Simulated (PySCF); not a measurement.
CF$_{4}$O, SMILES `FC(F)(F)OF`.

PySCF calculation, TPSS/def2-SVPD, gas phase; geometry: GFN2-xTB. No frequency check shows the geometry to be a minimum.

Geometry (Å), atoms numbered from 1:

```
F1       1.3777   -0.8615   -0.0142
C2       0.3622   -0.0130    0.0006
F3       0.4618    0.7842   -1.0580
F4       0.4696    0.7555    1.0764
O5      -0.7494   -0.7819   -0.0060
F6      -1.8844    0.0254    0.0008
```

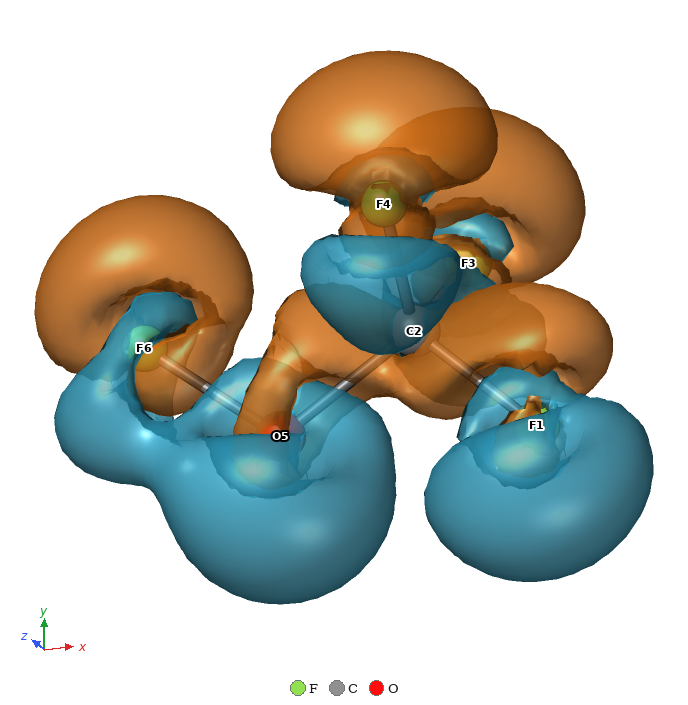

Change of the electron density in a uniform field of 0.21 V/Å, surfaces at ±0.001 e/Å³ (light blue: gain, orange: loss).

> Along which Cartesian direction does the field point?

Along +y: electrons gather on the −y side, against the field.

> How large is the response?

The induced dipole is 0.25 D (along the field); α along this axis, from the fields in both directions, is 24 bohr³ (3.6 Å³).

> Which atoms gain and lose the most charge?

Electrons gather most on O5 (Hirshfeld charge changes by −0.008 e) and leave F3 and F4 alike most (+0.005 e); 0.029 electrons are displaced in all.

The PySCF run took 38 s on 1 thread of Intel(R) Xeon(R) Platinum 8488C (Sapphire Rapids) (shared host), peak memory 0.54 GiB.
